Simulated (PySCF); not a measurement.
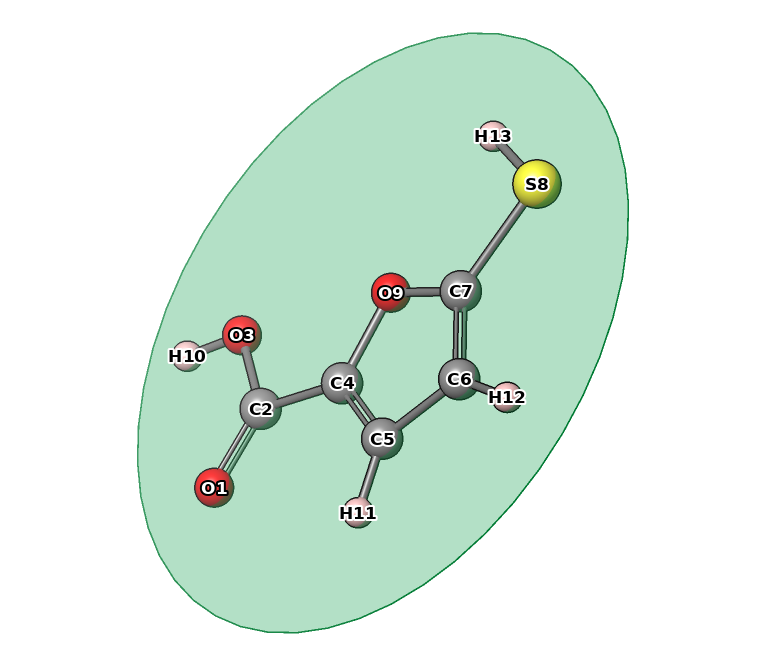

A disc through the centre of mass is drawn in. Atoms fade into the background with distance from the viewer. The computed structure is the end point of a GFN2-xTB optimisation. No frequency run is at hand to confirm it as a minimum.

Is the plane of the disc a mirror plane of the structure?

Answer. Yes. The reflection leaves O1, C2, O3, C4, C5, C6, C7, S8, O9, H10, H11, H12, H13 in place. The point group is Cs.
